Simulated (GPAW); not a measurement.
# A Mo chain with one bond drawn out by 0.6 Å: converging a transmission, part 3 of 4

How do the numerical settings move the conductance of a Mo chain with one bond drawn out by 0.6 Å?

GPAW 26.7.0; GPAW LCAO, PAW setups; Landauer transmission from Green's functions with principal layers (ASE), zero bias.

So far, conductance (G₀): step 2 (the reference run) 3.27; step 8 (k-points along the lead 4) 3.28; step 10 (k-points along the lead 30) 3.27; step 12 (energies [-2, 2, 0.2] eV) 3.26; step 13 (energies [-2, 2, 0.1] eV) 3.26.

## 14. Energy step: de = 0.025

Contents of run.py:

```python
import json
import numpy as np
from ase import Atoms
from ase.transport.calculators import TransportCalculator
from gpaw import GPAW, FermiDirac
from gpaw.lcao.tools import get_lcao_hamiltonian
from scipy.linalg import eigh

# The junction with lead layers at both ends, along the third cell vector
device = Atoms(
    ['Mo', 'Mo', 'Mo', 'Mo', 'Mo', 'Mo', 'Mo', 'Mo', 'Mo', 'Mo', 'Mo', 'Mo', 'Mo', 'Mo'],
    positions=[
        [4.50000, 4.50000, 1.12500],
        [4.50000, 4.50000, 3.37500],
        [4.50000, 4.50000, 5.62500],
        [4.50000, 4.50000, 7.87500],
        [4.50000, 4.50000, 10.12500],
        [4.50000, 4.50000, 12.37500],
        [4.50000, 4.50000, 14.62500],
        [4.50000, 4.50000, 17.47500],
        [4.50000, 4.50000, 19.72500],
        [4.50000, 4.50000, 21.97500],
        [4.50000, 4.50000, 24.22500],
        [4.50000, 4.50000, 26.47500],
        [4.50000, 4.50000, 28.72500],
        [4.50000, 4.50000, 30.97500]],
    cell=[[9.0, 0.0, 0.0], [0.0, 9.0, 0.0], [0.0, 0.0, 32.1]],
    pbc=True)

# One principal layer of the lead: the first 5 atoms of the device
lead = Atoms(
    ['Mo', 'Mo', 'Mo', 'Mo', 'Mo'],
    positions=[
        [4.50000, 4.50000, 1.12500],
        [4.50000, 4.50000, 3.37500],
        [4.50000, 4.50000, 5.62500],
        [4.50000, 4.50000, 7.87500],
        [4.50000, 4.50000, 10.12500]],
    cell=[[9.0, 0.0, 0.0], [0.0, 9.0, 0.0], [0.0, 0.0, 11.25]],
    pbc=True)

settings = dict(mode='lcao', basis='dzp', xc='LDA', h=0.2,
                occupations=FermiDirac(0.1), maxiter=250,
                mixer=dict(beta=0.1, nmaxold=8, weight=100.0),
                convergence=dict(density=0.0001))
energies = np.arange(-2, 2 + 1e-9, 0.025)
eta = 0.0001
n1, n2 = 1, 1
# k and -k transmit alike, so half of the mesh across the current serves
mesh = [(i, j) for i in range(n1) for j in range(n2) if (i, j) <= (-i % n1, -j % n2)]
weights = np.array([1 if (i, j) == (-i % n1, -j % n2) else 2 for i, j in mesh]) / (n1 * n2)

# [... helper functions left out ...]
fermi_lead = ground_state(lead, (1, 1, 10), 'lead.txt')
fermi_device = ground_state(device, (1, 1, 3), 'device.txt')
# [... loop over the mesh left out, but for ...]
        # Shift the lead onto the potential of the device's first layer
        shift = ((H[:, 0, 0] - H0[:, 0, 0]) / S0[0, 0]).real.mean()
# [...]
kT = 8.617333e-5 * 300
bias = [0.1, 0.2, 0.5, 1.0, 1.5, 2.0]
# [... integrals and printing left out ...]
```

Launch:

```bash
> OMP_NUM_THREADS=1 OPENBLAS_NUM_THREADS=2 python run.py
```

The program printed:

```text
basis functions: device 406, principal layer 145
Fermi level: lead -2.9955 eV, device -3.0036 eV; lead shifted by 0.0081 eV
largest coupling past the next layer 2.75e-05 eV, largest misfit of the first layer 0.068 eV
  E-E_F (eV)   T (one spin)  [channel counts left out]
    -2.000    1.2709e+00
    -1.975    1.2834e+00
    -1.950    1.2959e+00
[...]
1.975    2.3331e+00
     2.000    2.1559e+00
conductance at 300 K: 3.2665 G0 a cell; thermopower -0.04479 uV/K
current from the zero-bias T(E) at 0.1 V: 25.298 uA
current from the zero-bias T(E) at 0.2 V: 50.534 uA
current from the zero-bias T(E) at 0.5 V: 125.35 uA
current from the zero-bias T(E) at 1.0 V: 244.38 uA
current from the zero-bias T(E) at 1.5 V: 352.6 uA
current from the zero-bias T(E) at 2.0 V: 450.78 uA
```

The job ended after 2.7 min (2 threads of Intel Xeon 6975P-C (Granite Rapids), shared host; peak memory 1.3 GiB).

The conductance equals that of the base run to 0.2 %.

## 15. Varying the energy step: de = 0.0125

run.py, as its differences from that of step 14:

```diff
@@ -45,3 +45,3 @@
                 convergence=dict(density=0.0001))
-energies = np.arange(-2, 2 + 1e-9, 0.025)
+energies = np.arange(-2, 2 + 1e-9, 0.0125)
 eta = 0.0001
```

The program printed:

```text
basis functions: device 406, principal layer 145
Fermi level: lead -2.9955 eV, device -3.0036 eV; lead shifted by 0.0081 eV
largest coupling past the next layer 2.75e-05 eV, largest misfit of the first layer 0.068 eV
  E-E_F (eV)   T (one spin)  [channel counts left out]
    -2.000    1.2709e+00
    -1.988    1.2771e+00
    -1.975    1.2834e+00
[...]
1.987    2.2611e+00
     2.000    2.1559e+00
conductance at 300 K: 3.2667 G0 a cell; thermopower -0.04417 uV/K
current from the zero-bias T(E) at 0.1 V: 25.299 uA
current from the zero-bias T(E) at 0.2 V: 50.537 uA
current from the zero-bias T(E) at 0.5 V: 125.36 uA
current from the zero-bias T(E) at 1.0 V: 244.39 uA
current from the zero-bias T(E) at 1.5 V: 352.6 uA
current from the zero-bias T(E) at 2.0 V: 450.78 uA
```

The job ended after 3.1 min (2 threads; peak memory 1.3 GiB).

One spin. Table of transmission, zone mean by energy, zero at the Fermi level:

| energy (eV) | transmission, zone mean |
| --- | --- |
| -2.000 | 1.27 |
| -1.800 | 1.37 |
| -1.600 | 1.50 |
| -1.400 | 1.71 |
| -1.200 | 1.88 |
| -1.000 | 2.06 |
| -0.800 | 2.22 |
| -0.600 | 2.65 |
| -0.400 | 2.98 |
| -0.200 | 3.20 |
| 0.000 | 3.27 |
| 0.200 | 3.22 |
| 0.400 | 3.14 |
| 0.600 | 3.01 |
| 0.800 | 2.92 |
| 1.000 | 2.87 |
| 1.200 | 2.76 |
| 1.400 | 2.63 |
| 1.600 | 2.64 |
| 1.800 | 2.63 |
| 2.000 | 2.16 |

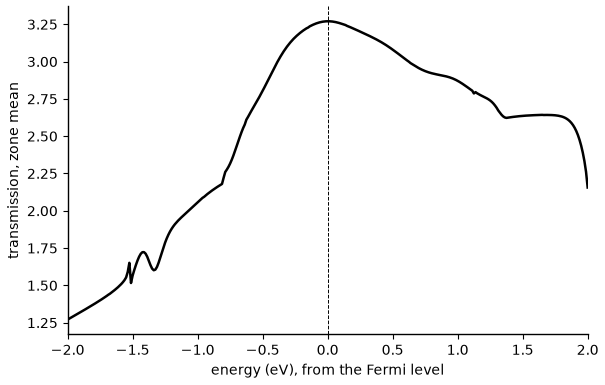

Transmission, zone mean against energy.

The conductance equals that of the base run to 0.2 %.

## 16. Convergence in the energy step

The runs and the base run on one axis.

This step: convergence of the conductance (GPAW 26.7.0).

Table of conductance by energy step:

| energy step (eV) | conductance (G₀) |
| --- | --- |
| 0.0125 | 3.27 |
| 0.0250 | 3.27 |
| 0.0500 | 3.27 |
| 0.1000 | 3.26 |
| 0.2000 | 3.26 |

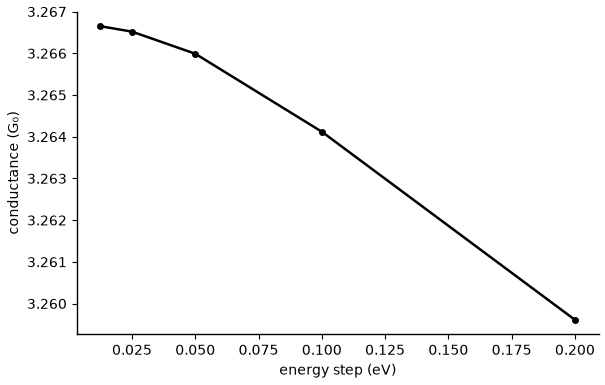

Conductance, plotted against energy step.

## 17. Varying the width of the vacuum box

The images of the wire across the vacuum must not overlap or polarise each other.

This step: GPAW LCAO, PAW setups; Landauer transmission from Green's functions with principal layers (ASE), zero bias (GPAW 26.7.0).

The cell differs from the one that the last finished run ended in (a 9.000 → 5.000 Å, b 9.000 → 5.000 Å).

Contents of run.py:

```python
import json
import numpy as np
from ase import Atoms
from ase.transport.calculators import TransportCalculator
from gpaw import GPAW, FermiDirac
from gpaw.lcao.tools import get_lcao_hamiltonian
from scipy.linalg import eigh

# The junction with lead layers at both ends, along the third cell vector
device = Atoms(
    ['Mo', 'Mo', 'Mo', 'Mo', 'Mo', 'Mo', 'Mo', 'Mo', 'Mo', 'Mo', 'Mo', 'Mo', 'Mo', 'Mo'],
    positions=[
        [2.50000, 2.50000, 1.12500],
        [2.50000, 2.50000, 3.37500],
        [2.50000, 2.50000, 5.62500],
        [2.50000, 2.50000, 7.87500],
        [2.50000, 2.50000, 10.12500],
        [2.50000, 2.50000, 12.37500],
        [2.50000, 2.50000, 14.62500],
        [2.50000, 2.50000, 17.47500],
        [2.50000, 2.50000, 19.72500],
        [2.50000, 2.50000, 21.97500],
        [2.50000, 2.50000, 24.22500],
        [2.50000, 2.50000, 26.47500],
        [2.50000, 2.50000, 28.72500],
        [2.50000, 2.50000, 30.97500]],
    cell=[[5.0, 0.0, 0.0], [0.0, 5.0, 0.0], [0.0, 0.0, 32.1]],
    pbc=True)

# One principal layer of the lead: the first 5 atoms of the device
lead = Atoms(
    ['Mo', 'Mo', 'Mo', 'Mo', 'Mo'],
    positions=[
        [2.50000, 2.50000, 1.12500],
        [2.50000, 2.50000, 3.37500],
        [2.50000, 2.50000, 5.62500],
        [2.50000, 2.50000, 7.87500],
        [2.50000, 2.50000, 10.12500]],
    cell=[[5.0, 0.0, 0.0], [0.0, 5.0, 0.0], [0.0, 0.0, 11.25]],
    pbc=True)

settings = dict(mode='lcao', basis='dzp', xc='LDA', h=0.2,
                occupations=FermiDirac(0.1), maxiter=250,
                mixer=dict(beta=0.1, nmaxold=8, weight=100.0),
                convergence=dict(density=0.0001))
energies = np.arange(-2, 2 + 1e-9, 0.05)
eta = 0.0001
n1, n2 = 1, 1
# k and -k transmit alike, so half of the mesh across the current serves
mesh = [(i, j) for i in range(n1) for j in range(n2) if (i, j) <= (-i % n1, -j % n2)]
weights = np.array([1 if (i, j) == (-i % n1, -j % n2) else 2 for i, j in mesh]) / (n1 * n2)

# [... helper functions left out ...]
fermi_lead = ground_state(lead, (1, 1, 10), 'lead.txt')
fermi_device = ground_state(device, (1, 1, 3), 'device.txt')
# [... loop over the mesh left out, but for ...]
        # Shift the lead onto the potential of the device's first layer
        shift = ((H[:, 0, 0] - H0[:, 0, 0]) / S0[0, 0]).real.mean()
# [...]
kT = 8.617333e-5 * 300
bias = [0.1, 0.2, 0.5, 1.0, 1.5, 2.0]
# [... integrals and printing left out ...]
```

The program printed:

```text
basis functions: device 406, principal layer 145
Fermi level: lead 0.0155 eV, device -0.0662 eV; lead shifted by 0.0170 eV
largest coupling past the next layer 2.76e-05 eV, largest misfit of the first layer 0.077 eV
  E-E_F (eV)   T (one spin)  [channel counts left out]
    -2.000    1.4747e+00
    -1.950    1.5385e+00
    -1.900    1.5883e+00
    -1.850    1.6401e+00
    -1.800    1.6895e+00
    -1.750    1.7342e+00
    -1.700    1.7735e+00
    -1.650    1.8077e+00
    -1.600    1.8376e+00
    -1.550    1.8648e+00
    -1.500    1.8881e+00
    -1.450    1.9108e+00
    -1.400    1.9320e+00
    -1.350    1.9521e+00
    -1.300    1.9712e+00
    -1.250    1.9891e+00
[...]
1.650    2.4792e+00
     1.700    2.4821e+00
     1.750    2.4846e+00
     1.800    2.4864e+00
     1.850    2.4534e+00
     1.900    2.4903e+00
     1.950    2.4898e+00
     2.000    2.4886e+00
conductance at 300 K: 3.2561 G0 a cell; thermopower -0.4453 uV/K
current from the zero-bias T(E) at 0.1 V: 25.223 uA
current from the zero-bias T(E) at 0.2 V: 50.408 uA
current from the zero-bias T(E) at 0.5 V: 125.2 uA
current from the zero-bias T(E) at 1.0 V: 244.44 uA
current from the zero-bias T(E) at 1.5 V: 351.98 uA
current from the zero-bias T(E) at 2.0 V: 450.13 uA
```

Run time: 6 min. Hardware: 2 threads; peak memory 1 GiB.

This step gave:

```
conductance                                    : 3.256 G₀
largest coupling past the next principal layer : 2.76e-5 eV
largest misfit of the first principal layer    : 0.07697 eV
shift that aligns the lead                     : 0.01702 eV
transmission at the Fermi level (one spin)     : 3.258
```

One spin. Table of transmission, zone mean by energy, zero at the Fermi level:

| energy (eV) | transmission, zone mean |
| --- | --- |
| -2.000 | 1.47 |
| -1.500 | 1.89 |
| -1.000 | 2.07 |
| -0.500 | 2.74 |
| 0.000 | 3.26 |
| 0.200 | 3.28 |
| 0.500 | 3.14 |
| 1.000 | 2.78 |
| 1.500 | 2.47 |
| 2.000 | 2.49 |

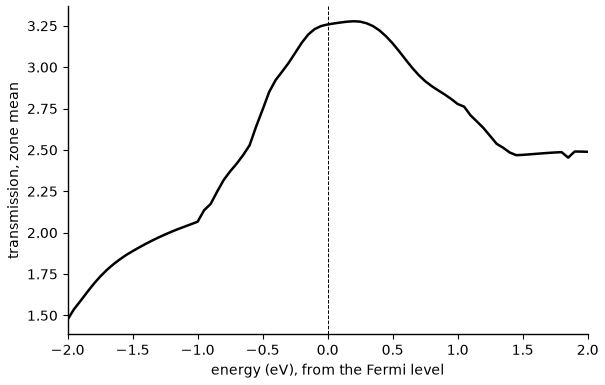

Transmission, zone mean against energy.

Not self-consistent under bias; the bias window is split evenly. The current through one cell, from the zero-bias transmission by bias:

| bias (V) | current through one cell, from the zero-bias transmission (μA) |
| --- | --- |
| 0.100 | 25.2 |
| 0.200 | 50.4 |
| 0.500 | 125 |
| 1.000 | 244 |
| 1.500 | 352 |
| 2.000 | 450 |

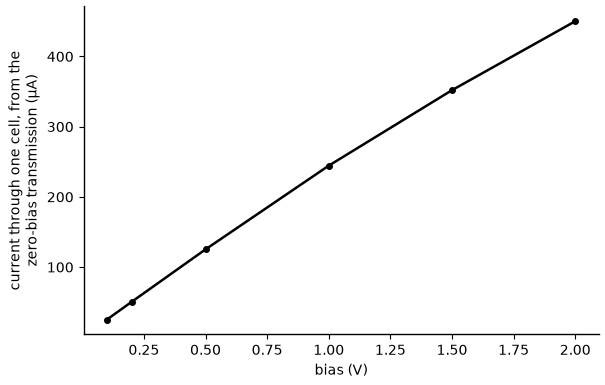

Current through one cell, from the zero-bias transmission against bias.

The conductance, 3.26 G₀, lies 0.3 % below that of the base run.

## 18. Varying the width of the vacuum box, box 6 × 6 Å

The cell differs from the one that the last finished run ended in (a 5.000 → 6.000 Å, b 5.000 → 6.000 Å).

run.py, as its differences from that of step 17:

```diff
@@ -12,17 +12,17 @@
     positions=[
-        [2.50000, 2.50000, 1.12500],
-        [2.50000, 2.50000, 3.37500],
-        [2.50000, 2.50000, 5.62500],
-        [2.50000, 2.50000, 7.87500],
-        [2.50000, 2.50000, 10.12500],
-        [2.50000, 2.50000, 12.37500],
-        [2.50000, 2.50000, 14.62500],
-        [2.50000, 2.50000, 17.47500],
-        [2.50000, 2.50000, 19.72500],
-        [2.50000, 2.50000, 21.97500],
-        [2.50000, 2.50000, 24.22500],
-        [2.50000, 2.50000, 26.47500],
-        [2.50000, 2.50000, 28.72500],
-        [2.50000, 2.50000, 30.97500]],
-    cell=[[5.0, 0.0, 0.0], [0.0, 5.0, 0.0], [0.0, 0.0, 32.1]],
+        [3.00000, 3.00000, 1.12500],
+        [3.00000, 3.00000, 3.37500],
+        [3.00000, 3.00000, 5.62500],
+        [3.00000, 3.00000, 7.87500],
+        [3.00000, 3.00000, 10.12500],
+        [3.00000, 3.00000, 12.37500],
+        [3.00000, 3.00000, 14.62500],
+        [3.00000, 3.00000, 17.47500],
+        [3.00000, 3.00000, 19.72500],
+        [3.00000, 3.00000, 21.97500],
+        [3.00000, 3.00000, 24.22500],
+        [3.00000, 3.00000, 26.47500],
+        [3.00000, 3.00000, 28.72500],
+        [3.00000, 3.00000, 30.97500]],
+    cell=[[6.0, 0.0, 0.0], [0.0, 6.0, 0.0], [0.0, 0.0, 32.1]],
     pbc=True)
@@ -33,8 +33,8 @@
     positions=[
-        [2.50000, 2.50000, 1.12500],
-        [2.50000, 2.50000, 3.37500],
-        [2.50000, 2.50000, 5.62500],
-        [2.50000, 2.50000, 7.87500],
-        [2.50000, 2.50000, 10.12500]],
-    cell=[[5.0, 0.0, 0.0], [0.0, 5.0, 0.0], [0.0, 0.0, 11.25]],
+        [3.00000, 3.00000, 1.12500],
+        [3.00000, 3.00000, 3.37500],
+        [3.00000, 3.00000, 5.62500],
+        [3.00000, 3.00000, 7.87500],
+        [3.00000, 3.00000, 10.12500]],
+    cell=[[6.0, 0.0, 0.0], [0.0, 6.0, 0.0], [0.0, 0.0, 11.25]],
     pbc=True)
```

The program printed:

```text
basis functions: device 406, principal layer 145
Fermi level: lead -1.2563 eV, device -1.3106 eV; lead shifted by 0.0118 eV
largest coupling past the next layer 2.75e-05 eV, largest misfit of the first layer 0.076 eV
  E-E_F (eV)   T (one spin)  [channel counts left out]
    -2.000    1.2671e+00
    -1.950    1.2971e+00
    -1.900    1.3288e+00
    -1.850    1.3631e+00
    -1.800    1.4023e+00
    -1.750    1.4525e+00
    -1.700    1.5451e+00
    -1.650    1.5449e+00
    -1.600    1.5846e+00
    -1.550    1.6442e+00
    -1.500    1.7267e+00
    -1.450    1.8056e+00
    -1.400    1.8656e+00
    -1.350    1.9091e+00
    -1.300    1.9426e+00
    -1.250    1.9714e+00
[...]
1.650    2.6154e+00
     1.700    2.6199e+00
     1.750    2.6237e+00
     1.800    2.6270e+00
     1.850    2.6297e+00
     1.900    2.6321e+00
     1.950    2.6344e+00
     2.000    2.6363e+00
conductance at 300 K: 3.2956 G0 a cell; thermopower -0.1044 uV/K
current from the zero-bias T(E) at 0.1 V: 25.526 uA
current from the zero-bias T(E) at 0.2 V: 51.004 uA
current from the zero-bias T(E) at 0.5 V: 126.67 uA
current from the zero-bias T(E) at 1.0 V: 246.73 uA
current from the zero-bias T(E) at 1.5 V: 354.75 uA
current from the zero-bias T(E) at 2.0 V: 452.89 uA
```

The job ended after 4.1 min (2 threads; peak memory 1.1 GiB).

Numbers from this step:

```
conductance                                    : 3.296 G₀
largest coupling past the next principal layer : 2.75e-5 eV
largest misfit of the first principal layer    : 0.07610 eV
shift that aligns the lead                     : 0.01182 eV
transmission at the Fermi level (one spin)     : 3.299
```

One spin. Transmission, zone mean against energy, zero at the Fermi level:

| energy (eV) | transmission, zone mean |
| --- | --- |
| -2.000 | 1.27 |
| -1.800 | 1.40 |
| -1.600 | 1.58 |
| -1.400 | 1.87 |
| -1.200 | 2.00 |
| -1.000 | 2.10 |
| -0.800 | 2.19 |
| -0.600 | 2.63 |
| -0.400 | 2.97 |
| -0.200 | 3.23 |
| 0.000 | 3.30 |
| 0.200 | 3.27 |
| 0.400 | 3.19 |
| 0.600 | 3.04 |
| 0.800 | 2.92 |
| 1.000 | 2.85 |
| 1.200 | 2.72 |
| 1.400 | 2.58 |
| 1.600 | 2.61 |
| 1.800 | 2.63 |
| 2.000 | 2.64 |

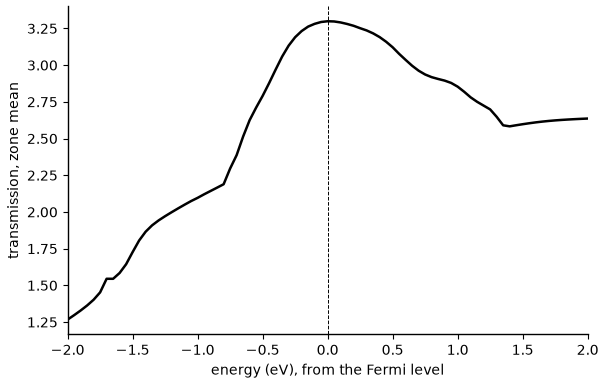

Transmission, zone mean, plotted against energy.

Not self-consistent under bias; the bias window is split evenly. Table of current through one cell, from the zero-bias transmission by bias:

| bias (V) | current through one cell, from the zero-bias transmission (μA) |
| --- | --- |
| 0.100 | 25.5 |
| 0.200 | 51.0 |
| 0.500 | 127 |
| 1.000 | 247 |
| 1.500 | 355 |
| 2.000 | 453 |

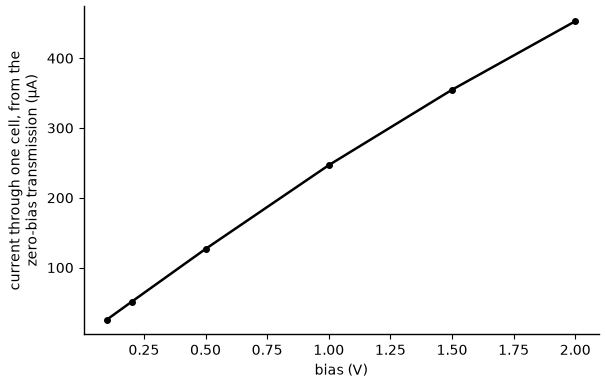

Current through one cell, from the zero-bias transmission, plotted against bias.

The conductance, 3.30 G₀, lies 0.9 % above that of the base run.

## 19. Width of the vacuum box, box 7.5 × 7.5 Å

The cell differs from the one that the last finished run ended in (a 6.000 → 7.500 Å, b 6.000 → 7.500 Å).

run.py, as its differences from that of step 18:

```diff
@@ -12,17 +12,17 @@
     positions=[
-        [3.00000, 3.00000, 1.12500],
-        [3.00000, 3.00000, 3.37500],
-        [3.00000, 3.00000, 5.62500],
-        [3.00000, 3.00000, 7.87500],
-        [3.00000, 3.00000, 10.12500],
-        [3.00000, 3.00000, 12.37500],
-        [3.00000, 3.00000, 14.62500],
-        [3.00000, 3.00000, 17.47500],
-        [3.00000, 3.00000, 19.72500],
-        [3.00000, 3.00000, 21.97500],
-        [3.00000, 3.00000, 24.22500],
-        [3.00000, 3.00000, 26.47500],
-        [3.00000, 3.00000, 28.72500],
-        [3.00000, 3.00000, 30.97500]],
-    cell=[[6.0, 0.0, 0.0], [0.0, 6.0, 0.0], [0.0, 0.0, 32.1]],
+        [3.75000, 3.75000, 1.12500],
+        [3.75000, 3.75000, 3.37500],
+        [3.75000, 3.75000, 5.62500],
+        [3.75000, 3.75000, 7.87500],
+        [3.75000, 3.75000, 10.12500],
+        [3.75000, 3.75000, 12.37500],
+        [3.75000, 3.75000, 14.62500],
+        [3.75000, 3.75000, 17.47500],
+        [3.75000, 3.75000, 19.72500],
+        [3.75000, 3.75000, 21.97500],
+        [3.75000, 3.75000, 24.22500],
+        [3.75000, 3.75000, 26.47500],
+        [3.75000, 3.75000, 28.72500],
+        [3.75000, 3.75000, 30.97500]],
+    cell=[[7.5, 0.0, 0.0], [0.0, 7.5, 0.0], [0.0, 0.0, 32.1]],
     pbc=True)
@@ -33,8 +33,8 @@
     positions=[
-        [3.00000, 3.00000, 1.12500],
-        [3.00000, 3.00000, 3.37500],
-        [3.00000, 3.00000, 5.62500],
-        [3.00000, 3.00000, 7.87500],
-        [3.00000, 3.00000, 10.12500]],
-    cell=[[6.0, 0.0, 0.0], [0.0, 6.0, 0.0], [0.0, 0.0, 11.25]],
+        [3.75000, 3.75000, 1.12500],
+        [3.75000, 3.75000, 3.37500],
+        [3.75000, 3.75000, 5.62500],
+        [3.75000, 3.75000, 7.87500],
+        [3.75000, 3.75000, 10.12500]],
+    cell=[[7.5, 0.0, 0.0], [0.0, 7.5, 0.0], [0.0, 0.0, 11.25]],
     pbc=True)
```

The program printed:

```text
basis functions: device 406, principal layer 145
Fermi level: lead -2.3483 eV, device -2.3716 eV; lead shifted by 0.0106 eV
largest coupling past the next layer 2.75e-05 eV, largest misfit of the first layer 0.068 eV
  E-E_F (eV)   T (one spin)  [channel counts left out]
    -2.000    1.2632e+00
    -1.950    1.2894e+00
    -1.900    1.3159e+00
[...]
1.950    2.6796e+00
     2.000    2.6755e+00
conductance at 300 K: 3.2743 G0 a cell; thermopower -0.04704 uV/K
current from the zero-bias T(E) at 0.1 V: 25.36 uA
current from the zero-bias T(E) at 0.2 V: 50.662 uA
current from the zero-bias T(E) at 0.5 V: 125.74 uA
current from the zero-bias T(E) at 1.0 V: 245.26 uA
current from the zero-bias T(E) at 1.5 V: 353.83 uA
current from the zero-bias T(E) at 2.0 V: 452.24 uA
```

Run time: 2.9 min. Hardware: 2 threads; peak memory 1.2 GiB.

The conductance, 3.27 G₀, lies 0.3 % above that of the base run.

[end of part 3 of 4]

[Logs are printed without paths, hosts, clocks, repeated set-up lines and the standing remarks that a program may print on its own settings, such as how far it seeks lower states.]

[Hosts, paths, dates, database ids (printed as entryN), source tags and the programs' standing remarks are cut or masked in the printed files.]
